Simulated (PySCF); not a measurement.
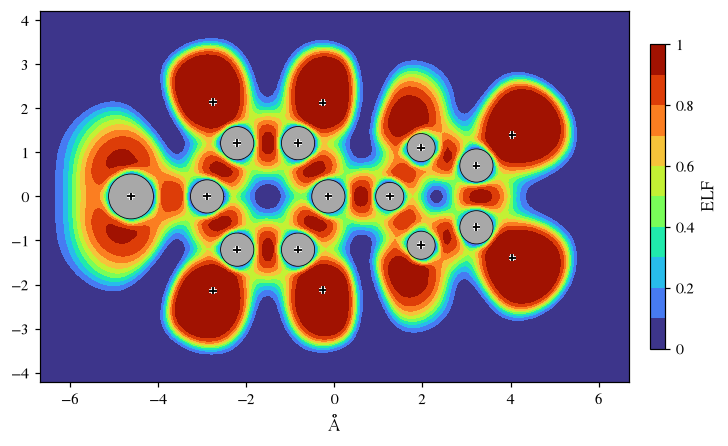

The electron localisation function on a plane through atoms (crosses mark nuclei in the plane; grey discs cover the cores).

These are results of PBE0/pcSseg-1, SCF density, gas phase, non-relativistic in PySCF 2.14.0, not measurements.

Candidates:
A. C$_{9}$H$_{9}$N (SMILES Cc1ccc2ccccn12)
B. C$_{8}$H$_{6}$ClN$_{3}$ (SMILES Clc1ccc(-n2nccn2)cc1)
C. C$_{7}$H$_{2}$F$_{4}$ (SMILES C#C/C=C(/F)C#CC(F)(F)F)

Question: Which system is this?

Answer: Candidate B: C$_{8}$H$_{6}$ClN$_{3}$ on the molecular plane, which holds Cl, C, N and H. N–N (1.32 Å): the ELF peaks at about 0.90 between the atoms: a covalent bond. C–N (1.32 Å): the ELF peaks at about 0.90 between the atoms, as expected for a covalent bond.
